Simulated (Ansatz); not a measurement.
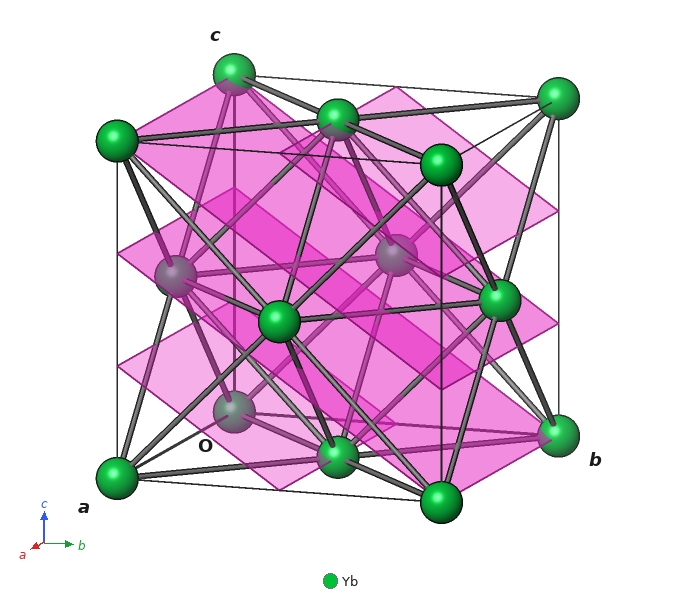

For Yb, the input geometry of an electronic-structure calculation (not necessarily at equilibrium): every member of one family of equally spaced planes, hx + ky + lz = a whole number, that cuts the unit cell is shaded (one member passes through the origin O, touching the cell only at an edge or corner). All values are computed from the atomic coordinates in the standard setting (tolerance 0.002 Å).

a = 5.490 Å, b = 5.490 Å, c = 5.490 Å, α = 90.00°, β = 90.00°, γ = 90.00°.

What are the Miller indices?

(0 2 3); the opposite sign names the same planes. The member next to the origin meets the axes a never, b at 1/2, c at 1/3.

What is the spacing?

d = 1.523 Å.

Which atoms of the cell lie in these planes (within 0.03 Å)?

2 of the 4 Yb.

The space group is No. 225, Fm-3m. How many reflections hkl are equivalent to this one (itself included), and does it occur?

24 reflections are equivalent in the Laue class m-3m. The reflection is systematically absent, by the centring.
